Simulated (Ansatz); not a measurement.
```yaml
atoms:
  - { symbol: C, position_ang: [-1.9250, 0.4919, -0.1403] }
  - { symbol: B, position_ang: [-0.6781, 0.0665, 0.3124] }
  - { symbol: Si, position_ang: [1.1321, -0.4968, 0.7145] }
  - { symbol: S, position_ang: [1.6484, -0.6516, -1.3851] }
  - { symbol: H, position_ang: [-2.6738, 0.8941, 0.5693] }
  - { symbol: H, position_ang: [-2.2553, 0.4535, -1.1941] }
  - { symbol: H, position_ang: [1.3094, -1.8882, 1.2547] }
  - { symbol: H, position_ang: [2.0139, 0.4535, 1.4825] }
  - { symbol: H, position_ang: [1.4282, 0.6772, -1.6138] }
```

All numbers below come from UKS LDA/def2-SVP (Ansatz 0.2.0).

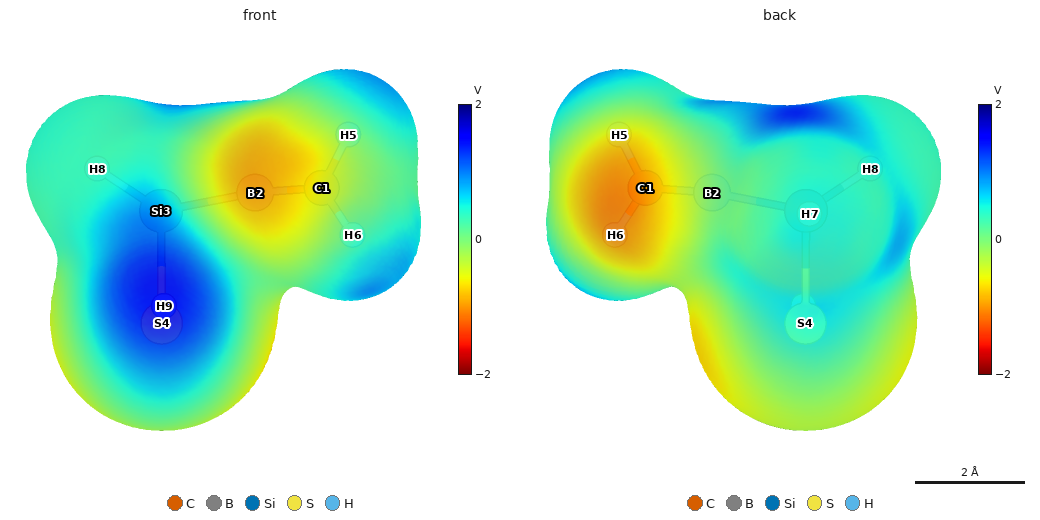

CH5BSSi. The electrostatic potential painted on the density surface at 0.002 e/bohr³, seen from the front and from behind; the colour scale runs from red (negative) to blue (positive).

Describe the electrostatic potential map.

The most negative region (about −1.1 V) lies over the π face of C1, the most positive (about +1.5 V) over H9.
